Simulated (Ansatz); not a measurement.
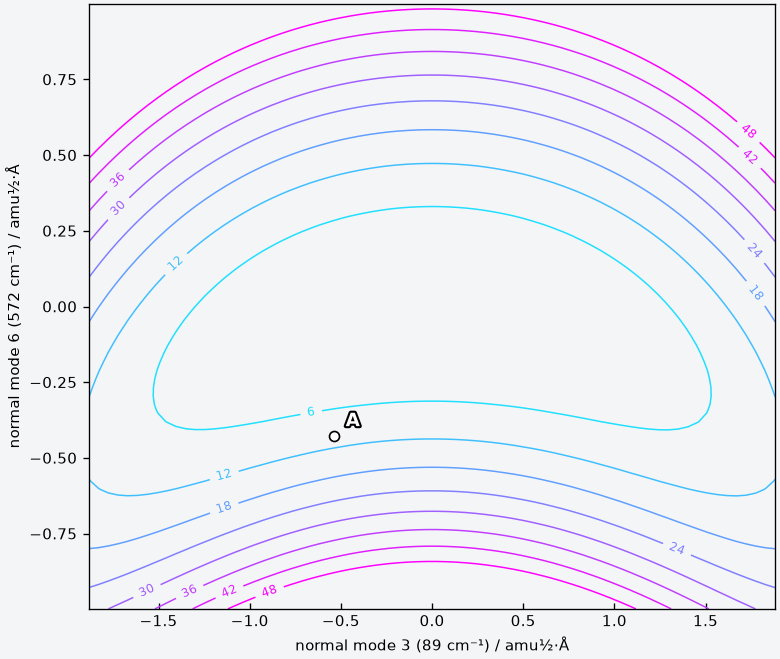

AlBrH3OSi, SMILES [SiH3][O][Al][Br], spin multiplicity 2. The first coordinate is: normal mode 3 (89 cm⁻¹); the second: normal mode 6 (572 cm⁻¹). Nothing is relaxed (straight displacements along the two mass-weighted modes). The grid has 15 × 15 points. Energies: kJ/mol, counted from the lowest grid point. All numbers below come from UKS SPW92 (LDA)/def2-SVP in Ansatz 0.2.0.

Drawn: contour lines labelled in kJ/mol (none above 48), the point A. Between grid points the surface is interpolated.

Question: Is A at rest? If not, where is it pushed?

Answer: A, at normal mode 3 (89 cm⁻¹) = −0.538 amu½·Å, normal mode 6 (572 cm⁻¹) = −0.428 amu½·Å, is not a stationary point. The computed force is 5.2 kJ/mol for each amu½·Å towards smaller values of normal mode 3 (89 cm⁻¹) and 50 kJ/mol for each amu½·Å towards larger values of normal mode 6 (572 cm⁻¹).
